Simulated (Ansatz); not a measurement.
**SiOF (quartet): wB97M-V, B2PLYP over vertical spin and charge gaps, def2-QZVPP**

How well do these functionals follow the top wave-function level for SiOF (quartet) over vertical spin and charge gaps?

Method: def2-QZVPP, all electrons in the functionals, frozen cores in the correlation of double hybrids and RPA; program: Ansatz 0.2.0, Gaussian basis.

Plan: wB97M-V, B2PLYP, at charge 0, quartet; charge 0, doublet; charge 0, sextet; charge 1, triplet; charge 1, quintet.

### Step 1. The system

The geometry is a PBE0/def2-TZVP stationary point (not a proven minimum).

3 atoms, charge 0, spin multiplicity 4.

Atoms are counted from 1 here; the program's logs count them from 0.

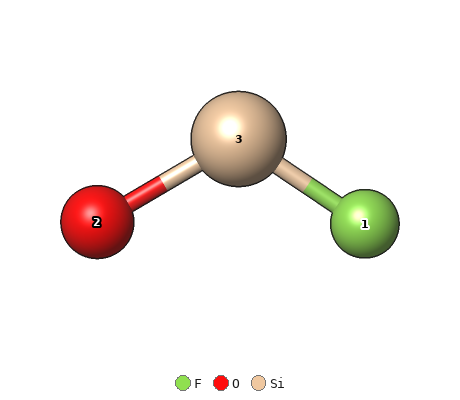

The geometry (fluorine green, oxygen red, silicon light orange); atoms are numbered from 1 in the order of the file.

Coordinates:

```xyz
3
FOSi
F     0.00000    0.39035    1.31021
O     0.00000    0.39753   -1.50665
Si    0.00000   -0.49051   -0.02800
```

No dispersion term is added; wB97M-V holds VV10 nonlocal correlation.

The geometry shown and the zero of energy belong to the point charge 0, quartet. The yardstick, UCCSD(T), and other wave-function levels (R restricted, U unrestricted, valence and pair active spaces) come from earlier runs.

### Step 2. wB97M-V, charge 0, quartet

The input, in.yaml:

```yaml
crystal:
  periodic: [false, false, false]
  atoms:
    - {symbol: F, position_ang: [0.000000, 0.390347, 1.310206]}
    - {symbol: O, position_ang: [0.000000, 0.397529, -1.506653]}
    - {symbol: Si, position_ang: [0.000000, -0.490510, -0.027996]}
basis:
  gaussian: {orbitals: "def2-QZVPP.json"}
magnetization: {spin_polarized: true, initial_magnetization: 3}
hamiltonian: {xc: {name: wB97M-V}}
output: {orbitals: {seedname: orbitals}}
```

Started as:

```sh
$ ansatz run in.yaml --threads 1 --pin off --events-out ev --progress --plain --max-ram 2393MiB
```

Standard output, shortened:

```text
Functional definition: wB97M-V
  name "wB97M-V"
  cite "Mardirossian & Head-Gordon, J. Chem. Phys. 144, 214110 (2016) doi:10.1063/1.4952647"
  cite "Becke, J. Chem. Phys. 107, 8554 (1997) doi:10.1063/1.475007"
  cite "Vydrov & Van Voorhis, J. Chem. Phys. 133, 244103 (2010) doi:10.1063/1.3521275"
  # Of w^i u^j: cxij and so on, Table III.
[...]
  gx(w, u) = 1 - cx + cx01*u + cx10*w
  gss(w, u) = css00 + css04*u^4 + css10*w + css20*w^2 + css43*w^4*u^3
  gos(w, u) = cos00 + cos10*w + (cos20 + cos21*u)*w^2 + (cos60 + cos61*u)*w^6
[...]
      + integral(e_c_pw_mod_opposite_spin*gos(b97_w_opposite, b97_u_opposite)) + vv10(b, c)
718 factors; their error is unknown
132 factors; integrals over basis functions are off by at most 6.2e-5 eV
[...]
mean field -12638.95598743 eV, -464.4730655461 hartree, gradient 4.7e-6 eV, S^2 3.755075; 2 other end points of the search recorded, 0 dependent functions left out
reference -12638.95602767 eV, -464.4730670247 hartree; 17, 14 occupied and 167, 170 virtual orbitals, 718 factors
Total energy: -12638.95602767 eV, -464.4730670247 hartree
```

It took 2.4 min on 1 thread of Arm Neoverse N1, shared host; peak memory 0.6 GiB.

From the report: ⟨S²⟩ of the determinant 3.755 (pure quartet: 3.75).

### Step 3. wB97M-V, charge 0, doublet

in.yaml: that of step 2 with these lines changed.

```diff
@@ -8,3 +8,3 @@
   gaussian: {orbitals: "def2-QZVPP.json"}
-magnetization: {spin_polarized: true, initial_magnetization: 3}
+magnetization: {spin_polarized: true, initial_magnetization: 1}
 hamiltonian: {xc: {name: wB97M-V}}
```

Launched as before.

Standard output, shortened:

```text
Functional definition: wB97M-V
  name "wB97M-V"
  cite "Mardirossian & Head-Gordon, J. Chem. Phys. 144, 214110 (2016) doi:10.1063/1.4952647"
  cite "Becke, J. Chem. Phys. 107, 8554 (1997) doi:10.1063/1.475007"
  cite "Vydrov & Van Voorhis, J. Chem. Phys. 133, 244103 (2010) doi:10.1063/1.3521275"
  # Of w^i u^j: cxij and so on, Table III.
[...]
  gx(w, u) = 1 - cx + cx01*u + cx10*w
  gss(w, u) = css00 + css04*u^4 + css10*w + css20*w^2 + css43*w^4*u^3
  gos(w, u) = cos00 + cos10*w + (cos20 + cos21*u)*w^2 + (cos60 + cos61*u)*w^6
[...]
      + integral(e_c_pw_mod_opposite_spin*gos(b97_w_opposite, b97_u_opposite)) + vv10(b, c)
718 factors; their error is unknown
132 factors; integrals over basis functions are off by at most 6.2e-5 eV
[...]
mean field -12642.61687346 eV, -464.6076006263 hartree, gradient 3.8e-5 eV, S^2 0.763382; 4 other end points of the search recorded, 0 dependent functions left out
reference -12642.61691257 eV, -464.6076020634 hartree; 16, 15 occupied and 168, 169 virtual orbitals, 718 factors
Total energy: -12642.61691257 eV, -464.6076020634 hartree
```

It took 82 s on 1 thread of Arm Neoverse N1, shared host; peak memory 0.58 GiB.

From the report: ⟨S²⟩ of the determinant 0.763 (pure doublet: 0.75).

From charge 0, quartet: -3.661 eV.

### Step 4. wB97M-V, charge 0, sextet

in.yaml: that of step 3 with these lines changed.

```diff
@@ -8,3 +8,3 @@
   gaussian: {orbitals: "def2-QZVPP.json"}
-magnetization: {spin_polarized: true, initial_magnetization: 1}
+magnetization: {spin_polarized: true, initial_magnetization: 5}
 hamiltonian: {xc: {name: wB97M-V}}
```

The command is unchanged.

Standard output, shortened:

```text
Functional definition: wB97M-V
  name "wB97M-V"
  cite "Mardirossian & Head-Gordon, J. Chem. Phys. 144, 214110 (2016) doi:10.1063/1.4952647"
  cite "Becke, J. Chem. Phys. 107, 8554 (1997) doi:10.1063/1.475007"
  cite "Vydrov & Van Voorhis, J. Chem. Phys. 133, 244103 (2010) doi:10.1063/1.3521275"
  # Of w^i u^j: cxij and so on, Table III.
[...]
  gx(w, u) = 1 - cx + cx01*u + cx10*w
  gss(w, u) = css00 + css04*u^4 + css10*w + css20*w^2 + css43*w^4*u^3
  gos(w, u) = cos00 + cos10*w + (cos20 + cos21*u)*w^2 + (cos60 + cos61*u)*w^6
[...]
      + integral(e_c_pw_mod_opposite_spin*gos(b97_w_opposite, b97_u_opposite)) + vv10(b, c)
718 factors; their error is unknown
132 factors; integrals over basis functions are off by at most 6.2e-5 eV
[...]
mean field -12630.61208220 eV, -464.1664326846 hartree, gradient 3.2e-5 eV, S^2 8.754726; 2 other end points of the search recorded, 0 dependent functions left out
reference -12630.61211990 eV, -464.1664340700 hartree; 18, 13 occupied and 166, 171 virtual orbitals, 718 factors
Total energy: -12630.61211990 eV, -464.1664340700 hartree
```

It took 85 s on 1 thread of Arm Neoverse N1, shared host; peak memory 0.58 GiB.

From the report: ⟨S²⟩ of the determinant 8.755 (pure sextet: 8.75).

From charge 0, quartet: +8.344 eV.

### Step 5. wB97M-V, charge 1, triplet

in.yaml: that of step 4 with these lines changed.

```diff
@@ -8,3 +8,4 @@
   gaussian: {orbitals: "def2-QZVPP.json"}
-magnetization: {spin_polarized: true, initial_magnetization: 5}
+total_charge: 1
+magnetization: {spin_polarized: true, initial_magnetization: 2}
 hamiltonian: {xc: {name: wB97M-V}}
```

The command is unchanged.

Standard output, shortened:

```text
Functional definition: wB97M-V
  name "wB97M-V"
  cite "Mardirossian & Head-Gordon, J. Chem. Phys. 144, 214110 (2016) doi:10.1063/1.4952647"
  cite "Becke, J. Chem. Phys. 107, 8554 (1997) doi:10.1063/1.475007"
  cite "Vydrov & Van Voorhis, J. Chem. Phys. 133, 244103 (2010) doi:10.1063/1.3521275"
  # Of w^i u^j: cxij and so on, Table III.
[...]
  gx(w, u) = 1 - cx + cx01*u + cx10*w
  gss(w, u) = css00 + css04*u^4 + css10*w + css20*w^2 + css43*w^4*u^3
  gos(w, u) = cos00 + cos10*w + (cos20 + cos21*u)*w^2 + (cos60 + cos61*u)*w^6
[...]
      + integral(e_c_pw_mod_opposite_spin*gos(b97_w_opposite, b97_u_opposite)) + vv10(b, c)
718 factors; their error is unknown
132 factors; integrals over basis functions are off by at most 6.2e-5 eV
[...]
mean field -12631.69385295 eV, -464.2061870262 hartree, gradient 4.0e-6 eV, S^2 2.008530; 1 other end points of the search recorded, 0 dependent functions left out
reference -12631.69388792 eV, -464.2061883113 hartree; 16, 14 occupied and 168, 170 virtual orbitals, 718 factors
Total energy: -12631.69388792 eV, -464.2061883113 hartree
```

Run time: 73 s. Hardware: 1 thread of Arm Neoverse N1, shared host; peak memory 0.57 GiB.

From the report: ⟨S²⟩ of the determinant 2.009 (pure triplet: 2.00).

From charge 0, quartet: +7.262 eV.

### Step 6. wB97M-V, charge 1, quintet

in.yaml: that of step 5 with these lines changed.

```diff
@@ -9,3 +9,3 @@
 total_charge: 1
-magnetization: {spin_polarized: true, initial_magnetization: 2}
+magnetization: {spin_polarized: true, initial_magnetization: 4}
 hamiltonian: {xc: {name: wB97M-V}}
```

Same command.

Standard output, shortened:

```text
Functional definition: wB97M-V
  name "wB97M-V"
  cite "Mardirossian & Head-Gordon, J. Chem. Phys. 144, 214110 (2016) doi:10.1063/1.4952647"
  cite "Becke, J. Chem. Phys. 107, 8554 (1997) doi:10.1063/1.475007"
  cite "Vydrov & Van Voorhis, J. Chem. Phys. 133, 244103 (2010) doi:10.1063/1.3521275"
  # Of w^i u^j: cxij and so on, Table III.
[...]
  gx(w, u) = 1 - cx + cx01*u + cx10*w
  gss(w, u) = css00 + css04*u^4 + css10*w + css20*w^2 + css43*w^4*u^3
  gos(w, u) = cos00 + cos10*w + (cos20 + cos21*u)*w^2 + (cos60 + cos61*u)*w^6
[...]
      + integral(e_c_pw_mod_opposite_spin*gos(b97_w_opposite, b97_u_opposite)) + vv10(b, c)
718 factors; their error is unknown
132 factors; integrals over basis functions are off by at most 6.2e-5 eV
[...]
mean field -12625.87274354 eV, -463.9922652013 hartree, gradient 4.5e-5 eV, S^2 6.005094; 0 other end points of the search recorded, 0 dependent functions left out
reference -12625.87278485 eV, -463.9922667193 hartree; 17, 13 occupied and 167, 171 virtual orbitals, 718 factors
Total energy: -12625.87278485 eV, -463.9922667193 hartree
```

Run time: 32 s. Hardware: 1 thread of Arm Neoverse N1, shared host; peak memory 0.44 GiB.

From the report: ⟨S²⟩ of the determinant 6.005 (pure quintet: 6.00).

From charge 0, quartet: +13.083 eV.

### Step 7. B2PLYP, charge 0, quartet

The input, in.yaml:

```yaml
crystal:
  periodic: [false, false, false]
  atoms:
    - {symbol: F, position_ang: [0.000000, 0.390347, 1.310206]}
    - {symbol: O, position_ang: [0.000000, 0.397529, -1.506653]}
    - {symbol: Si, position_ang: [0.000000, -0.490510, -0.027996]}
basis:
  gaussian: {orbitals: "def2-QZVPP.json"}
magnetization: {spin_polarized: true, initial_magnetization: 3}
hamiltonian: {xc: {name: B2PLYP}}
correlation: {electrons: outside_noble_gas}
```

Launched as before.

Standard output, shortened:

```text
Functional definition: B2PLYP
  name "B2PLYP"
  cite "Grimme, J. Chem. Phys. 124, 034108 (2006) doi:10.1063/1.2148954"
  cite "Becke, Phys. Rev. A 38, 3098 (1988) doi:10.1103/PhysRevA.38.3098"
  cite "Lee, Yang & Parr, Phys. Rev. B 37, 785 (1988) doi:10.1103/PhysRevB.37.785"
[...]
1141 factors; integrals over basis functions are off by at most 6.3e-4 eV
[...]
mean field -12630.45261855 eV, -464.1605725033 hartree, gradient 1.7e-6 eV, S^2 3.759271; 3 other end points of the search recorded, 0 dependent functions left out
7 core orbitals not correlated: weight in the atoms' cores, before any rotation towards them, 1.000 or more for the frozen orbitals, at most 0.000 for the correlated occupied ones
reference -12630.45274747 eV, -464.1605772410 hartree; 10, 7 occupied and 167, 170 virtual orbitals, 1141 factors
second order -17.81283971 eV of doubles, -0.00000000 eV of singles
Total energy: -12635.26221419 eV, -464.3373218831 hartree
```

Run time: 59 s. Hardware: 1 thread of Arm Neoverse N1, shared host; peak memory 0.45 GiB.

From the report: ⟨S²⟩ of the determinant 3.759 (pure quartet: 3.75).

### Step 8. B2PLYP, charge 0, doublet

in.yaml: that of step 7 with these lines changed.

```diff
@@ -8,3 +8,3 @@
   gaussian: {orbitals: "def2-QZVPP.json"}
-magnetization: {spin_polarized: true, initial_magnetization: 3}
+magnetization: {spin_polarized: true, initial_magnetization: 1}
 hamiltonian: {xc: {name: B2PLYP}}
```

The command is unchanged.

Standard output, shortened:

```text
Functional definition: B2PLYP
  name "B2PLYP"
  cite "Grimme, J. Chem. Phys. 124, 034108 (2006) doi:10.1063/1.2148954"
  cite "Becke, Phys. Rev. A 38, 3098 (1988) doi:10.1103/PhysRevA.38.3098"
  cite "Lee, Yang & Parr, Phys. Rev. B 37, 785 (1988) doi:10.1103/PhysRevB.37.785"
[...]
1141 factors; integrals over basis functions are off by at most 6.3e-4 eV
[...]
mean field -12633.31162401 eV, -464.2656390162 hartree, gradient 5.2e-6 eV, S^2 0.778068; 7 other end points of the search recorded, 0 dependent functions left out
7 core orbitals not correlated: weight in the atoms' cores, before any rotation towards them, 1.000 or more for the frozen orbitals, at most 0.000 for the correlated occupied ones
reference -12633.31174580 eV, -464.2656434920 hartree; 9, 8 occupied and 168, 169 virtual orbitals, 1141 factors
second order -19.90665300 eV of doubles, -0.00000000 eV of singles
Total energy: -12638.68654211 eV, -464.4631636132 hartree
```

Run time: 75 s. Hardware: 1 thread of Arm Neoverse N1, shared host; peak memory 0.52 GiB.

From the report: ⟨S²⟩ of the determinant 0.778 (pure doublet: 0.75).

From charge 0, quartet: -3.424 eV.

### Step 9. B2PLYP, charge 0, sextet

in.yaml: that of step 8 with these lines changed.

```diff
@@ -8,3 +8,3 @@
   gaussian: {orbitals: "def2-QZVPP.json"}
-magnetization: {spin_polarized: true, initial_magnetization: 1}
+magnetization: {spin_polarized: true, initial_magnetization: 5}
 hamiltonian: {xc: {name: B2PLYP}}
```

Same command.

Standard output, shortened:

```text
Functional definition: B2PLYP
  name "B2PLYP"
  cite "Grimme, J. Chem. Phys. 124, 034108 (2006) doi:10.1063/1.2148954"
  cite "Becke, Phys. Rev. A 38, 3098 (1988) doi:10.1103/PhysRevA.38.3098"
  cite "Lee, Yang & Parr, Phys. Rev. B 37, 785 (1988) doi:10.1103/PhysRevB.37.785"
[...]
1141 factors; integrals over basis functions are off by at most 6.3e-4 eV
[...]
mean field -12622.59076235 eV, -463.8716546169 hartree, gradient 7.7e-6 eV, S^2 8.758185; 3 other end points of the search recorded, 0 dependent functions left out
7 core orbitals not correlated: weight in the atoms' cores, before any rotation towards them, 1.000 or more for the frozen orbitals, at most 0.000 for the correlated occupied ones
reference -12622.59089064 eV, -463.8716593316 hartree; 11, 6 occupied and 166, 171 virtual orbitals, 1141 factors
second order -16.06328581 eV of doubles, -0.00000000 eV of singles
Total energy: -12626.92797781 eV, -464.0310443453 hartree
```

Wall time 33 s (1 thread of Arm Neoverse N1, shared host); peak memory 0.51 GiB.

From the report: ⟨S²⟩ of the determinant 8.758 (pure sextet: 8.75).

From charge 0, quartet: +8.334 eV.

### Step 10. B2PLYP, charge 1, triplet

in.yaml: that of step 9 with these lines changed.

```diff
@@ -8,3 +8,4 @@
   gaussian: {orbitals: "def2-QZVPP.json"}
-magnetization: {spin_polarized: true, initial_magnetization: 5}
+total_charge: 1
+magnetization: {spin_polarized: true, initial_magnetization: 2}
 hamiltonian: {xc: {name: B2PLYP}}
```

Launched as before.

Standard output, shortened:

```text
Functional definition: B2PLYP
  name "B2PLYP"
  cite "Grimme, J. Chem. Phys. 124, 034108 (2006) doi:10.1063/1.2148954"
  cite "Becke, Phys. Rev. A 38, 3098 (1988) doi:10.1103/PhysRevA.38.3098"
  cite "Lee, Yang & Parr, Phys. Rev. B 37, 785 (1988) doi:10.1103/PhysRevB.37.785"
[...]
1141 factors; integrals over basis functions are off by at most 6.3e-4 eV
[...]
mean field -12622.92664258 eV, -463.8839979879 hartree, gradient 5.4e-6 eV, S^2 2.015312; 4 other end points of the search recorded, 0 dependent functions left out
7 core orbitals not correlated: weight in the atoms' cores, before any rotation towards them, 1.000 or more for the frozen orbitals, at most 0.000 for the correlated occupied ones
reference -12622.92675855 eV, -463.8840022495 hartree; 9, 7 occupied and 168, 170 virtual orbitals, 1141 factors
second order -18.06998974 eV of doubles, -0.00000000 eV of singles
Total energy: -12627.80565578 eV, -464.0632984157 hartree
```

It took 50 s on 1 thread of Arm Neoverse N1, shared host; peak memory 0.47 GiB.

From the report: ⟨S²⟩ of the determinant 2.015 (pure triplet: 2.00).

From charge 0, quartet: +7.457 eV.

### Step 11. B2PLYP, charge 1, quintet

in.yaml: that of step 10 with these lines changed.

```diff
@@ -9,3 +9,3 @@
 total_charge: 1
-magnetization: {spin_polarized: true, initial_magnetization: 2}
+magnetization: {spin_polarized: true, initial_magnetization: 4}
 hamiltonian: {xc: {name: B2PLYP}}
```

The command is unchanged.

Standard output, shortened:

```text
Functional definition: B2PLYP
  name "B2PLYP"
  cite "Grimme, J. Chem. Phys. 124, 034108 (2006) doi:10.1063/1.2148954"
  cite "Becke, Phys. Rev. A 38, 3098 (1988) doi:10.1103/PhysRevA.38.3098"
  cite "Lee, Yang & Parr, Phys. Rev. B 37, 785 (1988) doi:10.1103/PhysRevB.37.785"
[...]
1141 factors; integrals over basis functions are off by at most 6.3e-4 eV
[...]
mean field -12617.94313698 eV, -463.7008575349 hartree, gradient 9.7e-6 eV, S^2 6.008194; 1 other end points of the search recorded, 0 dependent functions left out
7 core orbitals not correlated: weight in the atoms' cores, before any rotation towards them, 1.000 or more for the frozen orbitals, at most 0.000 for the correlated occupied ones
reference -12617.94326431 eV, -463.7008622144 hartree; 10, 6 occupied and 167, 171 virtual orbitals, 1141 factors
second order -15.65467119 eV of doubles, -0.00000000 eV of singles
Total energy: -12622.17002554 eV, -463.8561928243 hartree
```

Wall time 34 s (1 thread of Arm Neoverse N1, shared host); peak memory 0.53 GiB.

From the report: ⟨S²⟩ of the determinant 6.008 (pure quintet: 6.00).

From charge 0, quartet: +13.092 eV.

### Step 12. Against the wave-function levels

No level is safe as a reference over these points; UCCSD(T) serves as a yardstick only. It comes from earlier runs at the same points. Energies in eV, counted from charge 0, quartet; blanks weren't run or aren't comparable.

```
   level  quartet to doublet  quartet to sextet  ionisation to the triplet cation  ionisation to the quintet cation
UCCSD(T)              -3.447              8.161                             7.567                            13.019
 wB97M-V              -3.661              8.344                             7.262                            13.083
  B2PLYP              -3.424              8.334                             7.457                            13.092
```

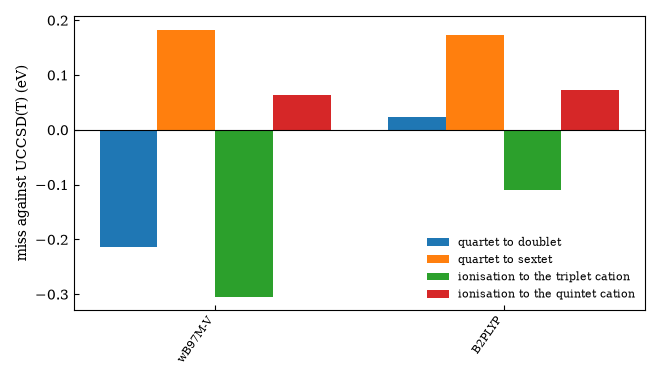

Misses of the gaps against UCCSD(T).

Largest miss and mean time a point (UCCSD(T) took 3.9 min a point; shared hosts):

```
  level  largest miss (eV)                             where  time a point
wB97M-V             -0.305  ionisation to the triplet cation          83 s
 B2PLYP             +0.173                 quartet to sextet          50 s
```

### Step 13. What came out

```
                                  quantity                                         value
              quartet to doublet, UCCSD(T)                                     -3.447 eV
               quartet to sextet, UCCSD(T)                                      8.161 eV
ionisation to the triplet cation, UCCSD(T)                                      7.567 eV
ionisation to the quintet cation, UCCSD(T)                                     13.019 eV
                     largest miss, wB97M-V  -0.305 eV (ionisation to the triplet cation)
                      largest miss, B2PLYP                 +0.173 eV (quartet to sextet)
```

Of the functionals, B2PLYP keep the smallest largest miss at the points compared (at most 0.173 eV) and wB97M-V strays most (0.305 eV, at ionisation to the triplet cation). Functionals and the yardstick converge differently with the basis, so part of each miss in def2-QZVPP is the basis. The yardstick itself may be off where one determinant is a poor start.
